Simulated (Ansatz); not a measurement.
## Electronic structure of Cl₂HInO in real space

Input file:

```
crystal:
  periodic: [false, false, false]
  atoms:
    - { symbol: In, position_ang: [0.0, 0.0, 0.0] }
    - { symbol: O, position_ang: [0.0, 0.0, 1.99] }
    - { symbol: H, position_ang: [-0.9095, -0.2814, 2.3271] }
    - { symbol: Cl, position_ang: [2.113, 0.0, -1.22] }
    - { symbol: Cl, position_ang: [-2.113, 0.0, -1.22] }
basis:
  gaussian: { orbitals: def2-SVP }
hamiltonian:
  xc: hf
relax:
  f_tol: 0.02
  max_steps: 40
output:
  orbitals: {}
```

Run with:

```sh
ansatz run input.yaml --threads 1 --pin off --max-ram 2048MiB --backend cpu --events-out ev --progress --plain --runs-dir out
```

The fields are those of the run's last geometry, not of the input's.

Core potentials replace the inner electrons of In.

These are results of RHF/def2-SVP (Ansatz 0.2.0), not measurements.

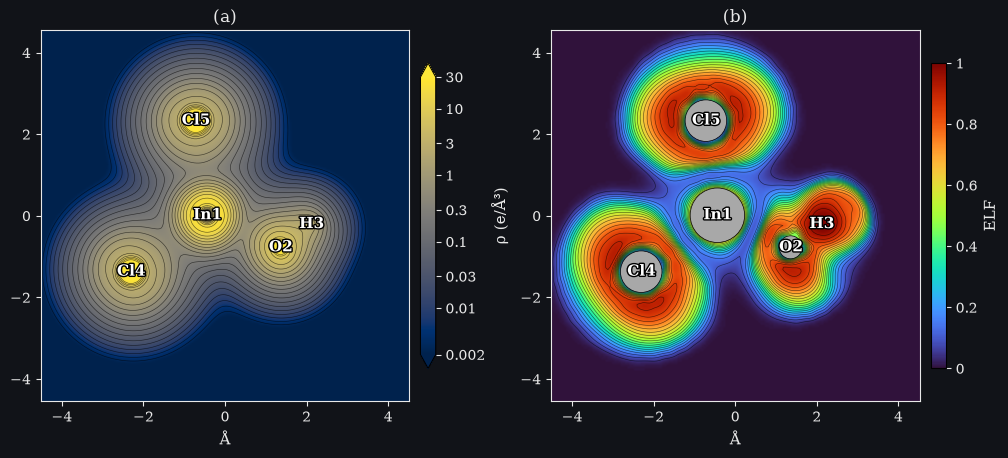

Figure 1. (a) electron density; (b) ELF on the molecular plane. Grey discs cover the atomic cores in the ELF map.

Question: What does the map show?

Answer:
- The section cuts through In, O, H and Cl sites.
- In–O (1.96 Å): ρ at the midpoint is about 0.75 e/Å³; the ELF peaks at about 0.85 in the valence shell of O, 0.6 Å from its nucleus, and drops to about 0.10 between the two atoms.
- In–Cl (2.32 Å): ρ is about 0.53 e/Å³ halfway; the ELF peaks at about 0.85 in the valence shell of Cl, 0.8 Å from its nucleus, and drops to about 0.15 between the two atoms.
- O–H (0.95 Å): ρ at the midpoint is about 3.8 e/Å³; the ELF climbs to about 1 towards the hydrogen, as it does in any bond to H; a covalent bond by its length.
- The ELF also peaks beside Cl4, O2 and Cl5, away from the bonds: lone-pair regions.

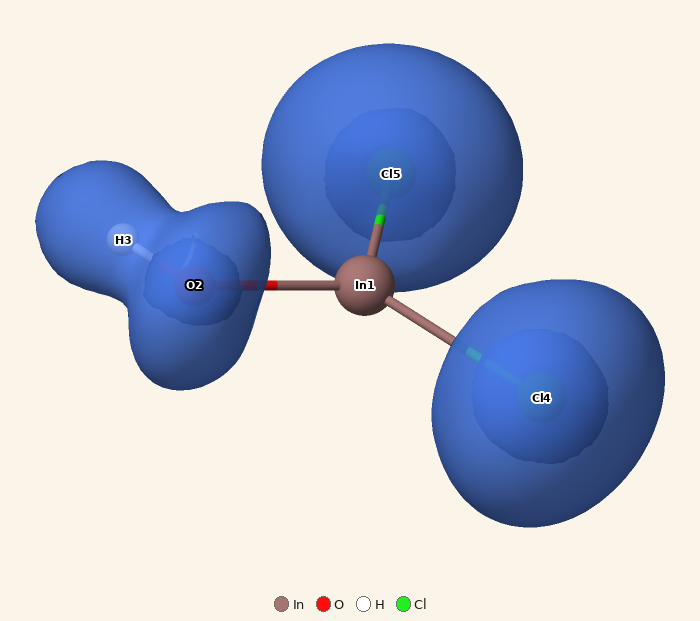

Figure 2. Isosurface of the electron localisation function at 0.75 (blue), seen at an oblique angle. Only the valence region is drawn (cores and ρ < 0.01 e/Å³ removed).

Question: Where are the electrons localised?

Answer: The surface consists of two regions wrapped around Cl (the valence shell of each) and one joined region spread over several atoms (H, O), in which their bonds and any lone pairs are merged.

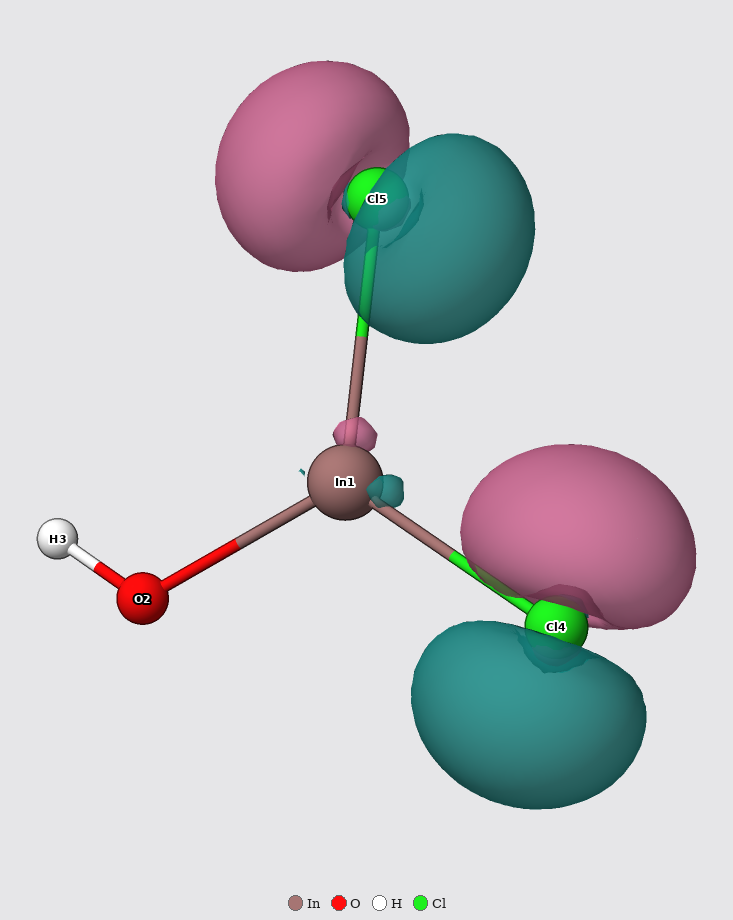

Figure 3. The HOMO at ±0.15 Å⁻³ᐟ² (teal and pink are the two phases), seen at a tilt.

Question: What is the character of this orbital?

Answer: By Hirshfeld shares it lies mainly on Cl4 (about 55 %) and Cl5 (about 40 %); it is symmetric in the molecular plane (an in-plane orbital: σ, lone-pair or in-plane π type). Its energy is −12.41 eV.

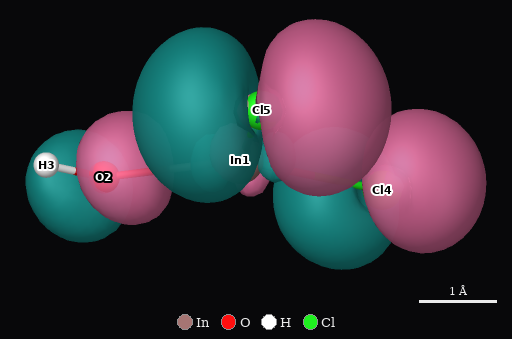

Figure 4. The HOMO−1 at ±0.1 Å⁻³ᐟ² (teal and pink are the two phases), seen from one side.

Question: What is the character of this orbital?

Answer: By Hirshfeld shares it lies mainly on Cl5 (about 55 %), Cl4 (about 25 %), O2 (about 15 %) and In1 (about 5 %); it is symmetric in the molecular plane (an in-plane orbital: σ, lone-pair or in-plane π type). Its energy is −12.51 eV.
